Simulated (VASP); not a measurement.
Band structure of HfS₂ (1T layered). Computed with PBE GGA, VASP's PBE PAW potentials (set 64) (plane waves; VASP).

Without a dispersion term in the relaxation, distances and binding between the weakly bound layers, chains or molecules are unreliable, and so is what depends on them. Unless said otherwise, spin-orbit coupling is left out, though it shifts the bands of the heavy elements here.

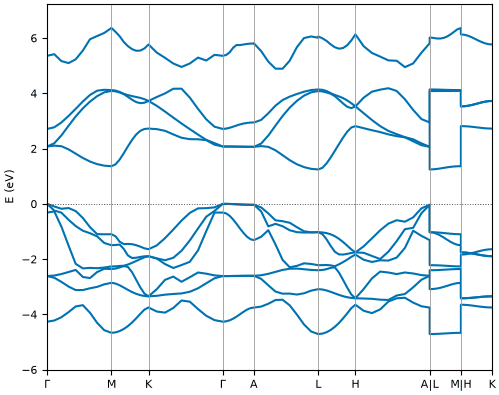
*Bands along high-symmetry lines, zero at the valence-band maximum or, without a gap, the Fermi level*

Read the plot: is there a gap, and where are the band edges?

The gap is indirect, 1.25 eV, from the valence maximum at Γ to the conduction minimum at L. (Edges off the drawn lines would not show.)

Measured: gap 1.80 eV (computed value off by -0.55 eV), as given by Miłosz Rybak et al., Nanomaterials (2022), arXiv:2210.12074.

The compound is HfS2 in the 1T layered structure. It was relaxed first, which changed the volume by +12 %.
